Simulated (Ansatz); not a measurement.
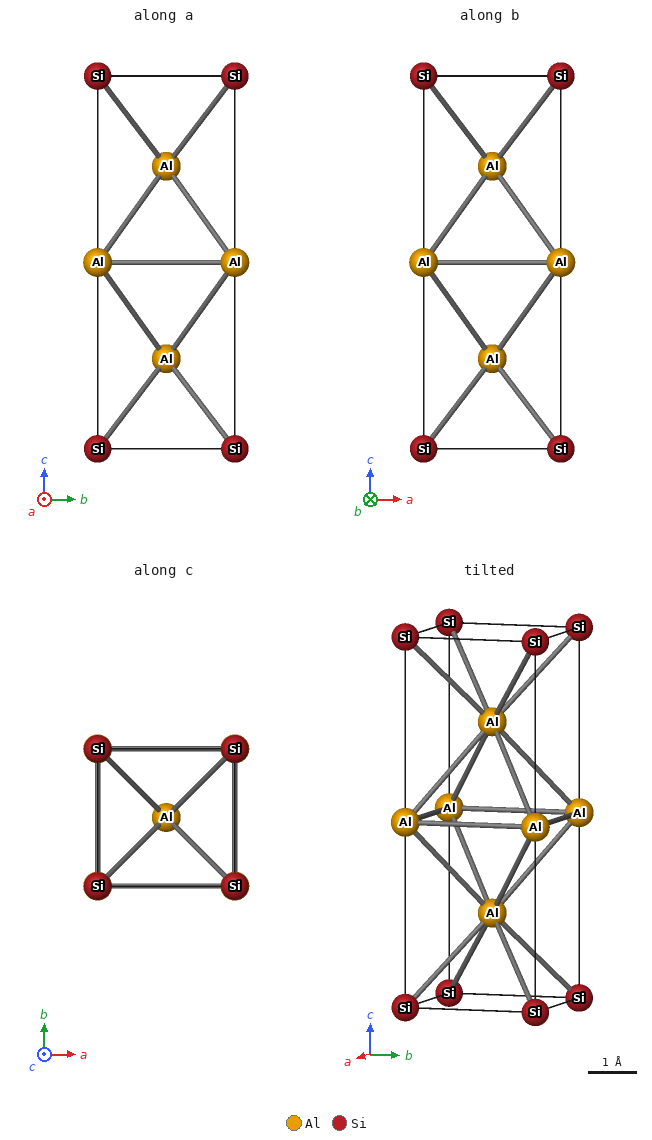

This ball-and-stick model is shown along the a axis, along the b axis, along the c axis and slightly off an axis. The wireframe shows the conventional unit cell.

Lattice parameters: a = 2.860 Å, b = 2.860 Å, c = 7.771 Å, α = 90.00°, β = 90.00°, γ = 90.00°. Put a along x and b in the xy plane.

Transcribe the picture into a POSCAR file, with free fractional coordinates to two decimals.

Answer.
```
Al Si
1.0
     2.860    0.000    0.000
     0.000    2.860    0.000
     0.000    0.000    7.771
Al Si
3 1
Direct
  0.50 0.50 0.76
  0.00 0.00 0.50
  0.50 0.50 0.24
  0.00 0.00 0.00
```

It goes back to a structure type filled with these elements by a generator (whether the compound takes this form wasn't checked). Earlier steps of the study, as a rule a relaxation of our own, may have changed the cell and positions, so they can lie some per cent off the listed ones. An electronic-structure calculation with Ansatz was run on it.
